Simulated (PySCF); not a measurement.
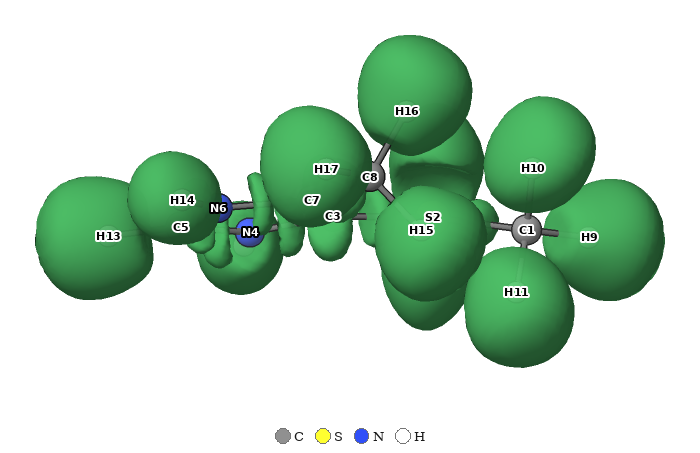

Figure 1: C5H9N2S (SMILES CSc1[nH+]c[nH]c1C) (charge +1). Isosurface of the electron localisation function at 0.85 (green), seen from one side. Only the valence region is drawn (cores and ρ < 0.01 e/Å³ removed).

Geometry: GFN2-xTB.

All numbers below come from wB97X-D/def2-SVPD, SCF density, gas phase (PySCF).

```
atom    x (Å)    y (Å)    z (Å)
   C   2.5941   0.4705  -0.1491
   S   1.7031  -0.7301  -1.1730
   C   0.0725  -0.6865  -0.5616
   N  -0.7544  -1.7354  -0.8913
   C  -1.9657  -1.5357  -0.3778
   N  -1.9344  -0.3843   0.2813
   C  -0.6915   0.1875   0.1930
   C  -0.4055   1.5031   0.8132
   H   3.6325   0.3810  -0.4567
   H   2.2415   1.4760  -0.3455
   H   2.5024   0.2014   0.8971
   H  -0.4643  -2.5217  -1.4567
   H  -2.8113  -2.1862  -0.4815
   H  -2.7130   0.0295   0.7777
   H   0.3988   1.4364   1.5423
   H  -0.1200   2.2329   0.0573
   H  -1.2920   1.8736   1.3213
```

Describe the localisation domains.

Answer. At this value the surface marks out two regions between bonded C–C atoms (shared pairs), four regions between bonded C–N atoms (shared pairs), two regions between bonded C–S atoms (shared pairs), nine regions around hydrogen nuclei and one lobe on S, pointing away from the bonds (lone pairs, which may merge into one lobe). Profiles from the grid: C–N (1.33 Å): the ELF peaks at about 0.90 between the atoms; localised, covalent bonding. C–C (1.38 Å): the ELF peaks at about 0.95 between the atoms: a covalent bond.
